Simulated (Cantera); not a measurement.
Feed: 1 mol CO2, 0.014 mol SO2, 0.73 mol N2, equilibrated at 7.50 Torr.

Method: chemical equilibrium by Gibbs-energy minimisation in Cantera with the NASA 1993 tables (ideal gas, pure condensed phases). Candidate condensed phases: C, S; 35 gas species. Kinetics and transport are ignored.

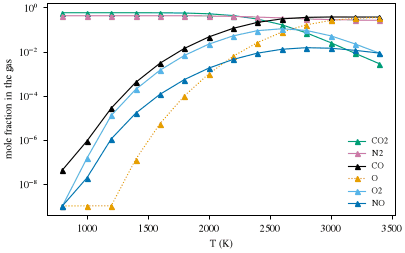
Figure: Equilibrium gas composition (values under 1e-9 drawn at 1e-9)

From 798 K to 3398 K nothing is condensed. The main C-bearing gas is CO2 at 798 K and CO at 3398 K.
